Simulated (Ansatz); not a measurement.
```xyz
6

C    -3.3967   -0.5379   -0.7833
Al   -1.9243    2.1714   -0.7629
O    -2.7336    0.6828   -0.7740
H    -4.3462   -0.4690   -0.2342
H    -2.7830   -1.3175   -0.3107
H    -3.6179   -0.8526   -1.8127
```

Geometry: PBE0-D3(BJ)/pcseg-1.

Level of theory: Ansatz, isolated molecule in a Gaussian basis; Kohn-Sham density functional theory, functional PBE0.

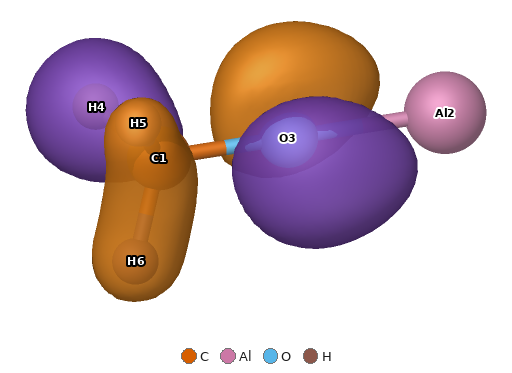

CH3AlO (SMILES C[O][Al]). The HOMO−1 at ±0.15 Å⁻³ᐟ² (orange and purple are the two phases), seen at a tilt.

Where does this orbital lie, and at what energy?

By Hirshfeld shares it lies mainly on O3 (about 55 %) and C1 (about 15 %). It is one of a degenerate set, so its orientation is arbitrary. Its energy is −8.20 eV.
